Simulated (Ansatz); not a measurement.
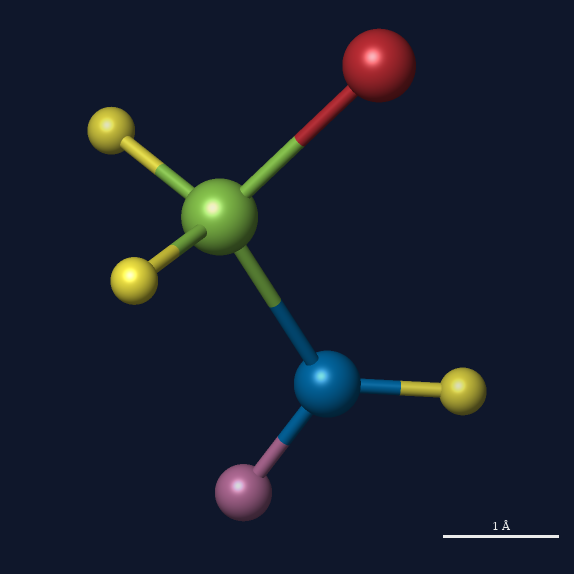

A ball-and-stick model of a molecule. Every bond is drawn as one stick, whatever its order. Colours: boron blue, silicon green, fluorine pink, chlorine red, hydrogen yellow.

The geometry was computed by an optimisation with PBE0-D4/def2-TZVP. No frequency run is at hand to confirm it as a minimum.

> What is the molecular formula?

BClFH₃Si, 7 atoms: 1 boron, 1 chlorine, 1 fluorine, 3 hydrogen and 1 silicon.

> How many atoms are distinct by symmetry?

6: 1 B, 1 Si, 1 F, 1 Cl, 2 H, 1 H.

More results for the same structure follow; atom numbers are the same in all pictures, views and colours differ.

**Shape**

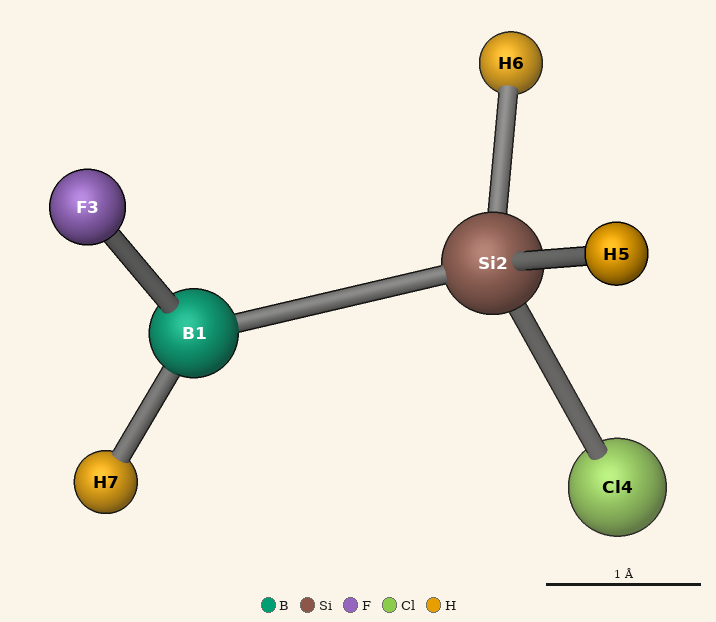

Atoms carry their numbers in the input. No frequency run is at hand to confirm it as a minimum.

Which atoms are bonded, and how long are the bonds?

```csv
bond,length (Å)
B1–Si2,2.038
B1–F3,1.321
B1–H7,1.201
Si2–Cl4,2.062
Si2–H5,1.486
Si2–H6,1.486
```

**Electronic properties**

No frequency run is at hand to confirm it as a minimum. Method: RKS PBE0-D4/def2-TZVPP (Ansatz 0.2.0).

> What is the dispersion correction?

−11.1 kJ/mol.

> Give the HOMO energy (Kohn–Sham orbital) at this level.

−8.21 eV.

> Estimate the LUMO energy (Kohn–Sham orbital).

−2.07 eV.

**Dipole moment**

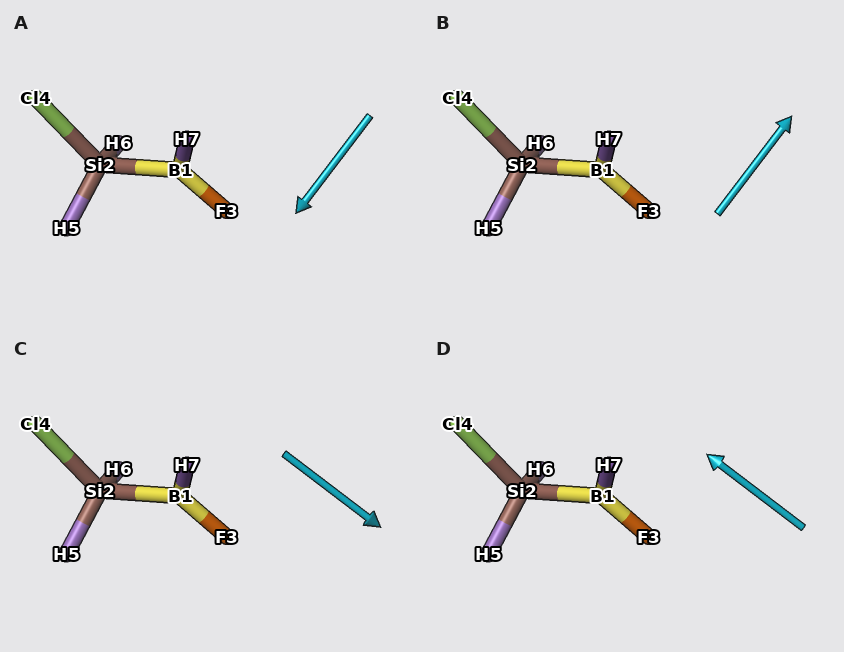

The same molecule four times, each with an arrow. No frequency run is at hand to confirm it as a minimum. Level of theory: RKS PBE0-D4/def2-TZVP (Ansatz 0.2.0).

> Which arrow points along the dipole moment, from the negative to the positive end?

C. The dipole moment is 0.77 D; it points from the side of Cl4 to the side of F3 (the outermost atoms at the two ends).

**Charges**

The questions are on Mulliken charges. No frequency run is at hand to confirm it as a minimum. Level of theory: RKS PBE0-D4/def2-TZVP (Ansatz 0.2.0).

List the Mulliken charges.

```
atom  value (e)
  B1       0.23
 Si2       0.21
  F3      −0.20
 Cl4      −0.25
  H5      −0.01
  H6      −0.01
  H7       0.01
```

Mulliken values depend strongly on the basis set and can even reverse the polarity of a bond.
